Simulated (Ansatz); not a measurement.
Response to strain in SnO2

Consider SnO$_{2}$ in the rutile structure (space group P4_2/mnm, No. 136; a = 4.8276 Å, c = 3.2381 Å).

Strains are applied to the cell and any free atomic positions relax.

Calculations: PBE (Ansatz, an electronic-structure program), no spin-orbit coupling.

Notes on the quantities. pressure: mean of the normal stresses, compression positive.

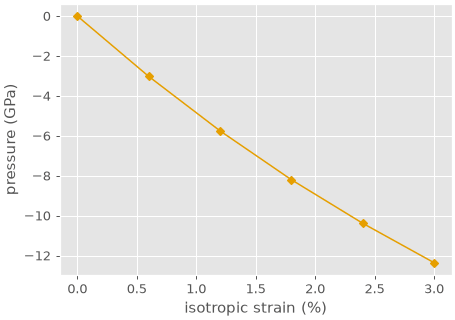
Fig. 1. Pressure against isotropic strain

```csv
isotropic strain (%),pressure
0.6,-3.02 GPa
1.2,-5.75 GPa
1.8,-8.20 GPa
2.4,-10.4 GPa
3,-12.4 GPa
```

Whether these cells are dynamically stable was not tested. All final runs are without spin polarisation.
